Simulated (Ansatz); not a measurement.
The starting structures come from a database of crystals and need not be the phases stable at ambient conditions.

 Where the default PAW files enter, the runs use the earlier of Ansatz's two default sets.

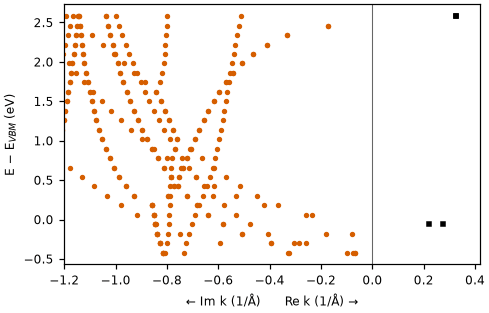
Figure. Complex bands at the centre of the two-dimensional zone; PBEsol in Ansatz (a quantum-chemistry and plane-wave program)

No gap correction and no spin-orbit coupling; mid-gap values are interpolated between computed energies.

This is KAuF$_{4}$ (I4/mcm, not sure to be the ambient phase, 12 atoms a cell, 17.0 Å³ an atom) along the normal of (001). Read off the slowest decay at the centre of the two-dimensional zone at 1.14 eV, the computed energy nearest the middle of the gap.

κ ≈ 0.59 1/Å, a decay length 1/(2κ) of the density of 0.85 Å.
